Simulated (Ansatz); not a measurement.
# BH3Cl− (SMILES [BH3-]Cl) at BCCD(T)/STO-3G

What is the vertical ionisation energy of BH3Cl− at BCCD(T)/STO-3G? 

The results are computed with Ansatz 0.2.0.

3 further runs of the same task are left out: 3 that didn't finish.

## Step 1: Starting point

BH3Cl−: 5 atoms, total charge -1, spin state singlet. As SMILES, `[BH3-]Cl`. The coordinates come from a GFN2-xTB relaxation.

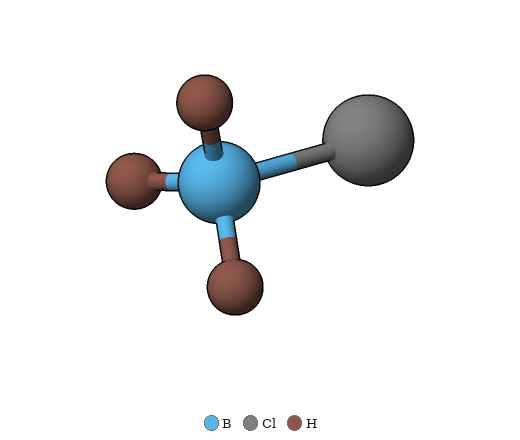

Viewed from a chosen angle; boron blue, chlorine grey, hydrogen brown.

## Step 2: The energy at BCCD(T)/STO-3G

Input file job.yaml:

```yaml
crystal:
  periodic: [false, false, false]
  atoms:
    - {symbol: B, position_ang: [0.082390, -0.047870, 0.135930]}
    - {symbol: Cl, position_ang: [-0.845860, 0.496450, -1.396970]}
    - {symbol: H, position_ang: [1.223080, -0.254620, -0.203070]}
    - {symbol: H, position_ang: [-0.460100, -1.051350, 0.532730]}
    - {symbol: H, position_ang: [0.000500, 0.857390, 0.931390]}
basis:
  gaussian:
    orbitals: STO-3G
total_charge: -1
correlation:
  method: bccd_t
  frozen_orbitals: {B: 1, Cl: 5, H: 0}
accuracy: high
scf:
  omitted_lower_state_checks: [cluster_reference, increment]
```

Started as:

```
ansatz run job.yaml --threads 1 --pin off --max-ram 2610MiB --events-out events.jsonl --progress --plain --runs-dir runs
```

The log of the run, shortened:

```text
Warning: RAYON_NUM_THREADS=1 ignored (pool sized by the plan → 1); use --threads N
Functional definition: HF
  name "HF"
[...]
282 factors; integrals over basis functions are off by at most 6.2e-9 eV
[...]
mean field -13079.27684582 eV, -480.6545586315 hartree, gradient 9.6e-8 eV, S^2 0.000000; 0 other end points of the search recorded, 0 dependent functions left out
6 core orbitals not correlated: weight in the atoms' cores, before any rotation towards them, 1.000 or more for the frozen orbitals, at most 0.000 for the correlated occupied ones
reference -13079.27684582 eV, -480.6545586315 hartree; 7, 7 occupied and 4, 4 virtual orbitals, 282 factors
second order -1.21739058 eV of doubles, -0.00000000 eV of singles
cycle   1  -1.53933107 eV  change   -3.2e-1 eV  update   4.3e-2
[...]
cycle  15  -1.70423495 eV  change   -1.1e-9 eV  update  6.5e-10
perturbative correction -0.01183424 eV, -0.0004349003 hartree
Total energy: -13080.99291501 eV, -480.7176230111 hartree
Checks for a lower state left out: cluster_reference, increment
```

Run time: 0.14 s. Hardware: 1 thread of Arm Neoverse V1, shared host.

## Step 3: Doublet neutral BH3Cl at the same level

Input file job.yaml:

```yaml
crystal:
  periodic: [false, false, false]
  atoms:
    - symbol: B
      position_ang: [0.082390, -0.047870, 0.135930]
    - symbol: Cl
      position_ang: [-0.845860, 0.496450, -1.396970]
    - symbol: H
      position_ang: [1.223080, -0.254620, -0.203070]
    - symbol: H
      position_ang: [-0.460100, -1.051350, 0.532730]
    - symbol: H
      position_ang: [0.000500, 0.857390, 0.931390]
basis:
  gaussian:
    orbitals: STO-3G
magnetization:
  spin_polarized: true
  initial_magnetization: 1
correlation:
  method: bccd_t
  frozen_orbitals: {B: 1, Cl: 5, H: 0}
accuracy: high
scf:
  omitted_lower_state_checks: [cluster_reference, increment]
```

Started as:

```
ansatz run job.yaml --threads 1 --pin off --max-ram 2610MiB --events-out events.jsonl --progress --plain --runs-dir runs
```

The log of the run, shortened:

```text
Warning: RAYON_NUM_THREADS=1 ignored (pool sized by the plan → 1); use --threads N
[... 2 set-up lines as earlier in the session ...]
[...]
282 factors; integrals over basis functions are off by at most 6.2e-9 eV
[...]
mean field -13077.60107692 eV, -480.5929752604 hartree, gradient 5.5e-8 eV, S^2 0.753439; 8 other end points of the search recorded, 0 dependent functions left out
6 core orbitals not correlated: weight in the atoms' cores, before any rotation towards them, 1.000 or more for the frozen orbitals, at most 0.000 for the correlated occupied ones
reference -13077.60107692 eV, -480.5929752604 hartree; 7, 6 occupied and 4, 5 virtual orbitals, 282 factors
second order -1.28943315 eV of doubles, -0.00000000 eV of singles
cycle   1  -1.66678291 eV  change   -3.8e-1 eV  update   5.4e-2
[...]
cycle  41  -1.93764660 eV  change   7.3e-10 eV  update  3.0e-10
perturbative correction -0.02760732 eV, -0.0010145503 hartree
Total energy: -13079.56633084 eV, -480.6651970098 hartree
Checks for a lower state left out: cluster_reference, increment
```

Wall time 0.58 s (1 thread of Arm Neoverse V1, shared host).

## Step 4: Outcome

At BCCD(T)/STO-3G, 6 core orbitals frozen:

| quantity | value |
| --- | --- |
| singlet BH3Cl−: total energy | -480.71762 Eh |
| singlet BH3Cl−: correlation energy (6 core orbitals frozen) | -63.1 mEh |
| singlet BH3Cl−: (T) correction | -0.43 mEh |
| doublet neutral BH3Cl: total energy | -480.66520 Eh |
| doublet neutral BH3Cl: correlation energy (6 core orbitals frozen) | -72.2 mEh |
| doublet neutral BH3Cl: (T) correction | -1.01 mEh |
| doublet neutral BH3Cl: ⟨S²⟩ of the reference determinant | 0.753 |
| vertical detachment energy (to the doublet neutral) | 1.427 eV |

In words: Removing an electron at fixed nuclei costs 1.43 eV (138 kJ/mol). In a minimal basis such a difference can be off by several eV, whatever the method. The triples (singlet BH3Cl−) make up 0.7 % of the correlation energy. The triples (doublet neutral BH3Cl) make up 1.4 % of the correlation energy.
